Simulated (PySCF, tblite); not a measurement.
Potential energy curve for SMILES O (H2O). The O1–H3 bond (O1 also carries H; H3 carries nothing else) is stretched with both fragments frozen at the PBE0/def2-TZVP optimised geometry.

```
3

O      0.0000     0.0000     0.0000
H      0.0000     0.9266    -0.2494
H      0.0000     0.0000     0.9595
```

- CASSCF(2,2)/cc-pVDZ (PySCF)
- UKS-r2SCAN = unrestricted r2SCAN/cc-pVDZ in PySCF 2.14.0
- GFN2-xTB, 300 K electronic temperature (tblite)
- RCCSD = CCSD on RHF/cc-pVDZ, 1 core orbital frozen in PySCF
- RHF/cc-pVDZ (PySCF)

Energies are in kcal/mol, each relative to the lowest point of its own curve near equilibrium.

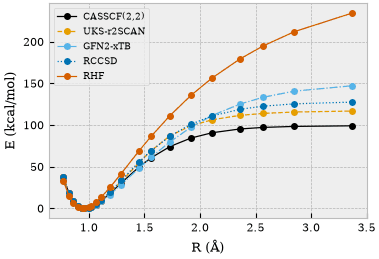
Figure: Energy against bond length for each method.

| R / Å | CASSCF(2,2) | UKS-r2SCAN | GFN2-xTB | RCCSD | RHF |
|---|---|---|---|---|---|
| 0.77 | 37.4 | 37.4 | 33.6 | 37.5 | 33.4 |
| 0.82 | 18.1 | 18.1 | 15.6 | 18.0 | 15.0 |
| 0.86 | 8.6 | 8.6 | 7.1 | 8.5 | 6.3 |
| 0.90 | 3.0 | 3.0 | 2.3 | 2.9 | 1.6 |
| 0.94 | 0.4 | 0.4 | 0.2 | 0.3 | 0.0 |
| 0.96 | 0.0 | 0.0 | 0.0 | 0.0 | 0.1 |
| 1.00 | 0.6 | 0.6 | 0.8 | 0.8 | 1.8 |
| 1.02 | 1.5 | 1.5 | 1.6 | 1.7 | 3.2 |
| 1.06 | 4.2 | 4.3 | 4.1 | 4.7 | 7.0 |
| 1.11 | 8.8 | 9.1 | 8.3 | 9.6 | 13.2 |
| 1.19 | 17.8 | 18.6 | 16.6 | 19.5 | 25.1 |
| 1.29 | 30.3 | 32.3 | 28.4 | 33.4 | 41.6 |
| 1.45 | 49.4 | 54.7 | 48.1 | 55.5 | 68.7 |
| 1.56 | 60.6 | 69.1 | 61.3 | 69.1 | 86.4 |
| 1.73 | 74.2 | 87.1 | 79.8 | 86.6 | 111.3 |
| 1.92 | 84.4 | 99.1 | 97.4 | 101.0 | 135.7 |
| 2.11 | 90.7 | 106.3 | 111.4 | 110.9 | 156.5 |
| 2.36 | 95.2 | 111.6 | 125.1 | 118.8 | 179.3 |
| 2.57 | 97.1 | 113.9 | 133.3 | 122.6 | 195.0 |
| 2.85 | 98.3 | 115.6 | 140.6 | 125.4 | 212.0 |
| 3.37 | 99.0 | 116.7 | 147.1 | 127.5 | 234.3 |

At the longest distance, 3.37 Å, RHF lies highest above its minimum (234.3 kcal/mol) and CASSCF(2,2) lowest (99.0 kcal/mol).

The unrestricted determinant behind UKS-r2SCAN is spin-contaminated at 1.73 to 3.37 Å (<S²> up to 1.0, against 0.00 for a pure singlet). The restricted form behind RHF keeps the bonding electrons paired and can't separate into open-shell fragments.
